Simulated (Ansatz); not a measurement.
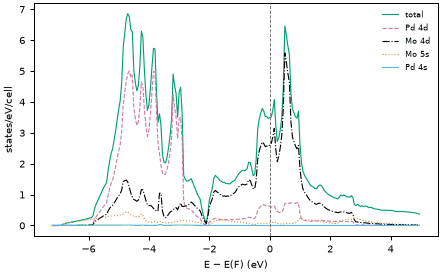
*Total and projected density of states of MoPd (rock salt, Fm-3m), plane-wave PAW PBE (Ansatz code)*

Task: Which orbitals carry the states next to the Fermi level?

Result: Within 0.5 eV of the Fermi level: Mo 4d 76 %, Pd 4d 16 %, outside the projected shells 6 %. Projections are on Löwdin-orthogonalised atomic valence shells; empty p or d shells of many metals are not among them.

Task: Where is the tallest occupied peak in this window, and what makes it?

Result: Near -4.7 eV, about 6.9 states/eV per cell; the largest projected share is Pd 4d.

The start of the workflow was typed in or built on a structure type; neither database checked (COD, Materials Project) lists it. Whether it is the stable phase at ambient conditions was not checked. Symmetry was held in the PBE relaxation; whether a distortion lowers the energy is not shown. No spin polarisation was allowed. The volume moved by 17 % from the start of the relaxation. Its formation energy is positive at this level, so the cell may be metastable or incomplete. Spin–orbit coupling is left out wherever it is not named.

Potentials: the later of the program's two PAW sets.
